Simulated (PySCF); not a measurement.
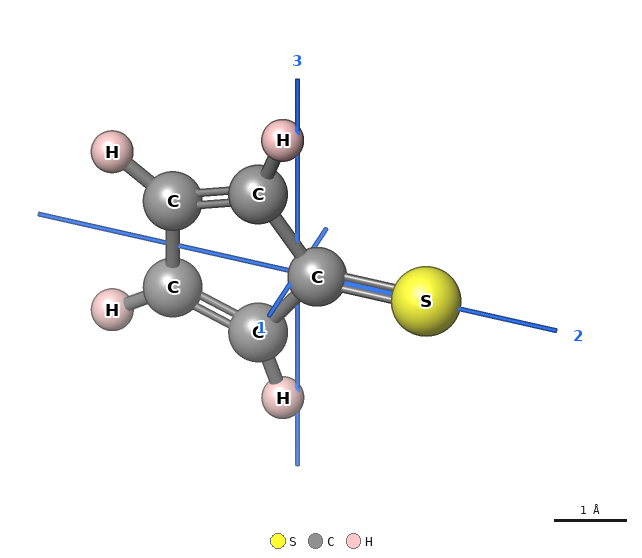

The three principal axes of inertia are drawn and numbered. Distant atoms are faded towards the background colour. Computed geometry: PBE0-D3(BJ)/def2-SVP optimisation. No frequency run is at hand to confirm it as a minimum. Masses are those of the most abundant isotopes; constants are for the rigid equilibrium geometry.

Which line is the a axis (least moment of inertia), which b and which c?

Answer. a is line 2, b is line 3, c is line 1; the moments are 60.5, 226, 286 u Å².

What kind of rotor is it, and what are its rotational constants in GHz?

Answer. An asymmetric top (C2v): A = 8.35, B = 2.24, C = 1.76 GHz. Ray's parameter κ is −0.86, close to the prolate limit.
